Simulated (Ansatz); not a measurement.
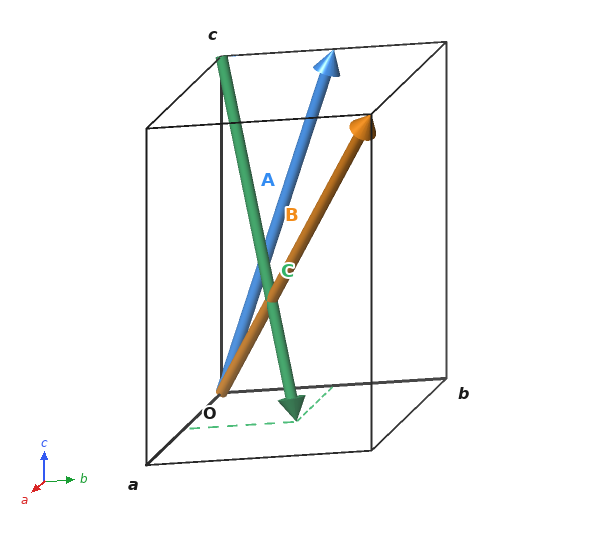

For Sc, coordinates from a relaxation at fixed volume with DFT r2SCAN, scalar-relativistic, plane waves, PAW (Ansatz): each arrow starts at a corner of the unit cell and ends on its surface; where a tip isn't a corner, dashed lines run from it parallel to the axes. Geometry calculated from the standardised cell; symmetry tolerance 0.002 Å.

a = 3.312 Å, b = 3.312 Å, c = 5.161 Å, α = 90.00°, β = 90.00°, γ = 120.00°.

> Index the directions.

Arrow A runs from (0, 0, 0) to (0, 1/2, 1), so [0 1 2], in four indices [−1 2 −1 6]; Arrow B runs from (0, 0, 0) to (1, 1, 1), so [1 1 1], in four indices [1 1 −2 3]; Arrow C runs from (0, 0, 1) to (1/2, 1/2, 0), so [1 1 −2], in four indices [1 1 −2 −6].

> How long is the vector ua + vb + wc in each case, and what angles do the directions make?

A 10.839 Å; B 6.132 Å; C 10.839 Å. A–B: 27.9°. A–C: 149.3°. B–C: 129.5°.

> In P6₃/mmc, No. 194, how many directions are equivalent to A (Laue class 6/mmm, both senses counted)?

12.
